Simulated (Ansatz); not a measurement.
## Electronic structure of CH₂BF···HBr in real space

```yaml
atoms:
  - { symbol: B, position_ang: [-1.1059, 0.6047, 0.1787] }
  - { symbol: Br, position_ang: [2.6744, 0.5804, -0.5118] }
  - { symbol: C, position_ang: [-0.5321, -0.6620, 0.1220] }
  - { symbol: H, position_ang: [1.3086, 0.1186, -0.2434] }
  - { symbol: F, position_ang: [-1.5670, 1.7932, 0.2209] }
  - { symbol: H, position_ang: [-0.5565, -1.2519, -0.7987] }
  - { symbol: H, position_ang: [-0.2216, -1.1831, 1.0323] }
```

The calculation used Ansatz 0.2.0, RKS PBE0/def2-SVP.

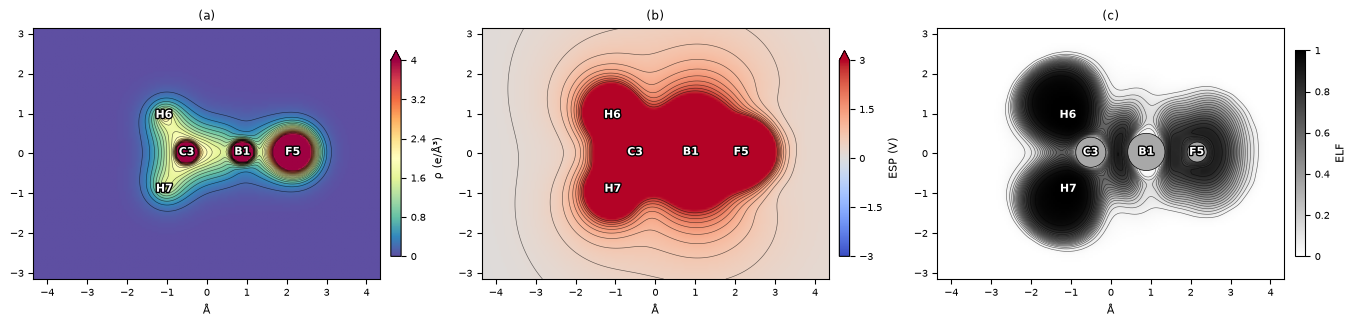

Figure 1. (a) electron density; (b) electrostatic potential; (c) ELF on the plane of atoms B1, C3 and H6. Grey discs cover the atomic cores in the ELF map.

### What do the fields say about this system?

- The plane passes through B, C, F and H nuclei.
- B–F (1.28 Å): ρ is about 2.5 e/Å³ halfway; the ELF peaks at about 0.85 between the atoms, as expected for a polar covalent bond.
- C–B (1.39 Å): ρ at the midpoint is about 1.7 e/Å³; the ELF peaks at about 0.90 between the atoms: a covalent bond.
- C–H (1.09 Å): the density is about 1.9 e/Å³ at the midpoint; the ELF climbs to about 1 towards the hydrogen, as it does in any bond to H; an ordinary covalent bond to hydrogen.
- The ELF also peaks beside F5, away from the bonds: lone-pair regions.
- The potential has no marked negative region in this plane.

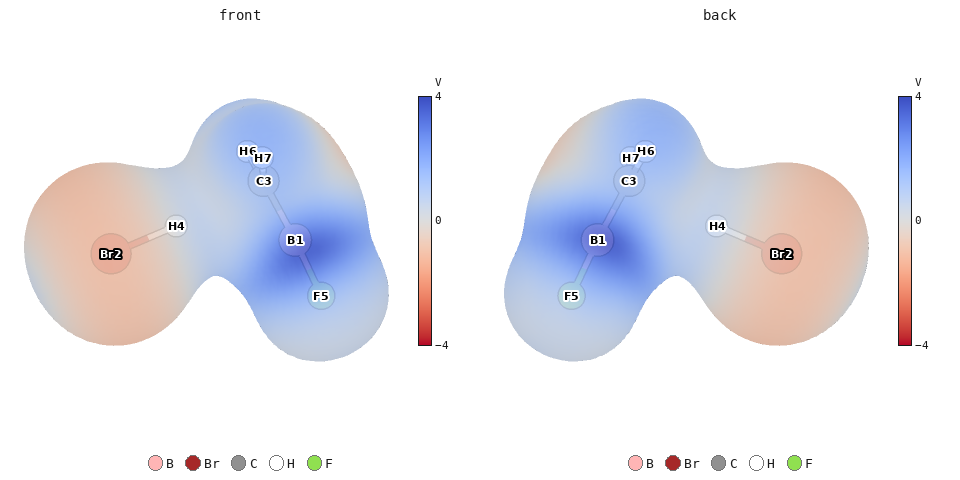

Figure 2. The molecular electrostatic potential painted on the density surface at 0.004 e/bohr³, seen from the front and from behind; the colour scale runs from red (negative) to blue (positive).

### Describe the electrostatic potential map.

The most negative region (about −1.0 V, or −23 kcal/mol for a unit charge) lies over Br2, the most positive (about +3.5 V, or +81 kcal/mol for a unit charge) over B1. Br2 shows a σ-hole: about +0.3 V, or +7 kcal/mol for a unit charge at the tip opposite its bond, against about −0.9 V, or −21 kcal/mol for a unit charge on its flanks.

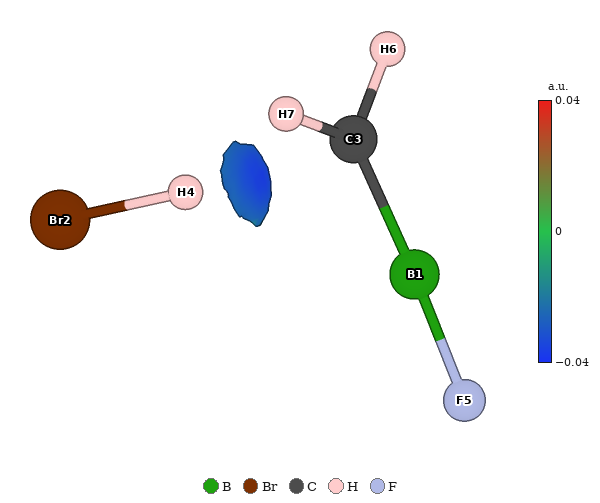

Figure 3. Non-covalent interaction (NCI) plot: the surface where the reduced density gradient is 0.4, for densities under 0.05 a.u., coloured by sign(λ₂)ρ; seen at a tilt.

### Which non-covalent interactions does the plot reveal?

H4···C3 (2.0 Å): an attractive contact (blue).

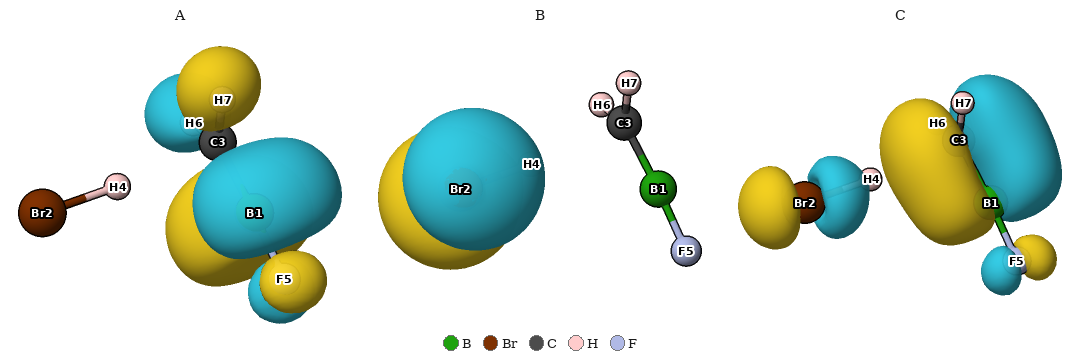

Figure 4. Three frontier orbitals at ±0.1 Å⁻³ᐟ² (yellow and cyan are the two phases), in no order.

### Which picture is the HOMO−1, the HOMO and the LUMO?

B is the HOMO−1 (−7.74 eV). It lies mainly on Br2 (about 95 %); largely a lone pair of Br2. C is the HOMO (−7.19 eV). By Hirshfeld shares it lies mainly on C3 (about 50 %), B1 (about 25 %) and Br2 (about 10 %); π-bonding across C3–B1. A is the LUMO (−1.15 eV). Its weight (Hirshfeld) is mainly on B1 (about 60 %), C3 (about 15 %), F5 (about 15 %), H6 (about 5 %) and H7 (about 5 %).

### What is the HOMO–LUMO gap?

6.04 eV between the orbital energies.
